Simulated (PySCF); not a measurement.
C$_{2}$H$_{8}$NSi (doublet)

```xyz
12

C    -0.0305    1.3448    0.3006
N     0.1184   -0.0486   -0.0088
C    -1.1313   -0.6914   -0.2994
Si    1.4990   -0.9489    0.5130
H    -0.6614    1.5021    1.1855
H    -0.4968    1.8656   -0.5422
H     0.9440    1.7882    0.4880
H    -1.6140   -0.2004   -1.1511
H    -1.8233   -0.6459    0.5525
H    -0.9603   -1.7352   -0.5507
H     1.5119   -2.1642   -0.2938
H     2.6454   -0.0667    0.3245
```

Geometry: GFN2-xTB.

Theory: PySCF, UKS B3LYP, pcH-1 on C H N Si, non-relativistic, mean-field spin-orbit, GIAO.

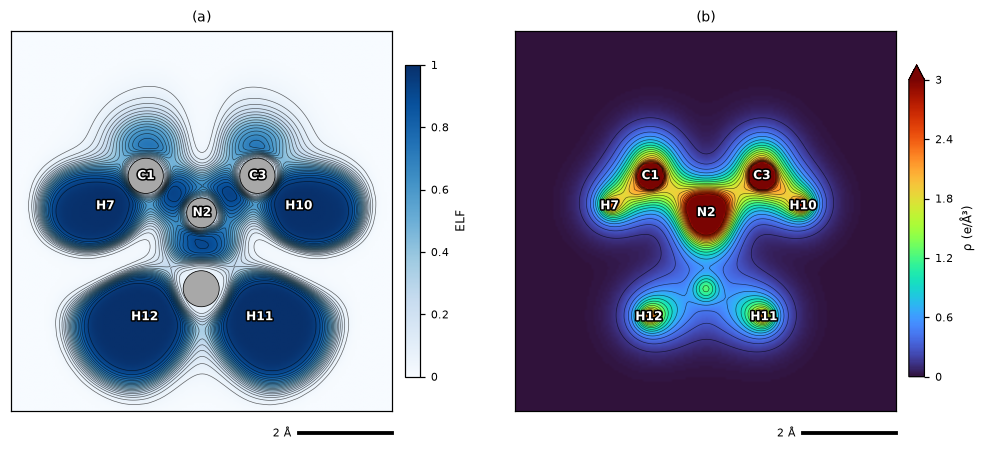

Figure 1. (a) ELF; (b) total electron density on the plane of atoms N2, C3 and H10. Grey discs cover the atomic cores in the ELF map.

Q: Describe what can be read from this map.

A: Atoms in the plane: C, N and H. C–N (1.44 Å): ρ is about 1.9 e/Å³ halfway; the ELF peaks at about 0.95 between the atoms: a shared electron pair. C–H (1.09 Å): the density is about 2 e/Å³ at the midpoint; the ELF climbs to about 1 towards the hydrogen, as it does in any bond to H; a covalent bond by its length.

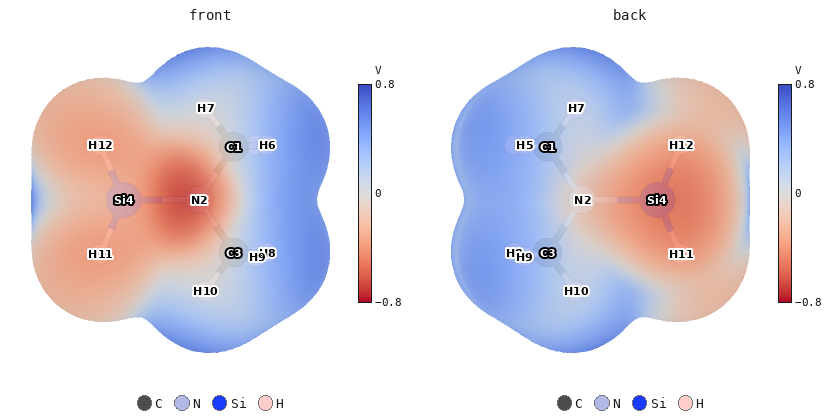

Figure 2. The molecular electrostatic potential painted on the density surface at 0.001 e/bohr³, seen from the front and from behind; red is negative and blue positive.

Q: Which sites attract a positive test charge, and which a negative one?

A: A positive charge is drawn to the negative regions and a negative charge to the positive ones. The most negative region (about −0.6 V) lies over N2, the most positive (about +0.5 V) over the H and Si atoms.
